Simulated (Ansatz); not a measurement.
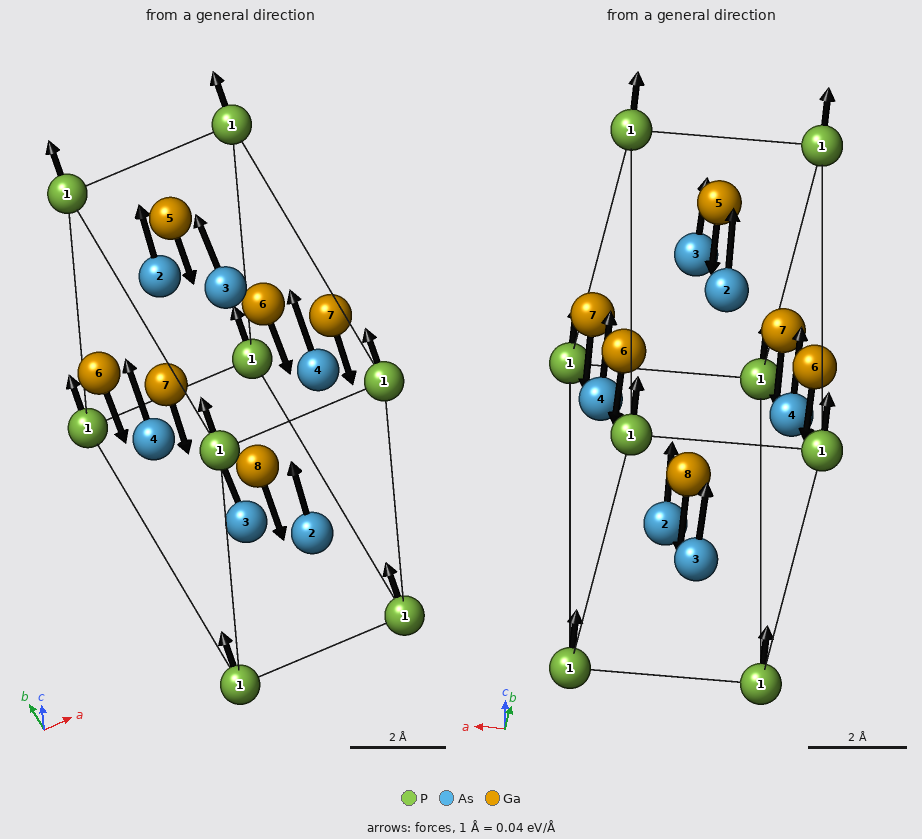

Spheres-only representation of a periodic structure, projected from two general directions. Lines trace the edges of the simulation cell. The arrows are the computed forces on the atoms.

System: Ga4As3P. Results below were computed with DFT, PBE0, plane waves, PAW (Ansatz 0.2.0); the settings were E_cut = 420 eV, a 4×2×2 mesh of k-points, no spin polarisation.

Do the forces show a relaxed structure?

Answer. No. The atoms still feel forces of up to about 0.057 eV/Å, above a usual threshold of 0.01 to 0.03 eV/Å.

Average the force magnitudes by element.

Answer. Mean magnitudes: about Ga 0.048 eV/Å, As 0.053 eV/Å, P 0.033 eV/Å.

The structure comes from a structure type filled with these elements by a generator (whether the compound takes this form wasn't checked). Earlier steps of the study may have refined or changed the cell and positions. It was run through Ansatz as a DFT input.
